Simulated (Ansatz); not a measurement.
Profile along the Au–Au line in Au (fcc, Cu type)

Au (fcc, Cu type)

```
CELL_PARAMETERS angstrom
      0.00000     2.04167     2.04167
      2.04167     0.00000     2.04167
      2.04167     2.04167     0.00000
ATOMIC_POSITIONS crystal
  Au 0.00000 0.00000 0.00000
```

Fields along a shortest Au–Au line of a {100} plane (2.89 Å), from Au to Au, interpolated on the slice's grid (step about 0.1 Å). Computed with PBEsol (plane waves to 420 eV, PAW, scalar-relativistic; Ansatz, an electronic-structure program). k mesh 20×20×20. Inside the PAW spheres the values are not all-electron values, and peaks at nuclei hang on which shells count as valence. Au was relaxed with its symmetry unable to fall. Spin-orbit coupling is left out, though Au is heavy. The PAW data are Ansatz's earlier set.

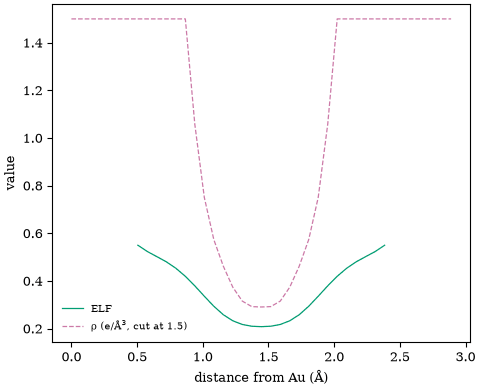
ELF (away from the nuclei) and valence density from Au to Au.

Density on the Au–Au line (2.89 Å) at its midpoint: 0.29 e/Å³. ELF at that point: 0.21.
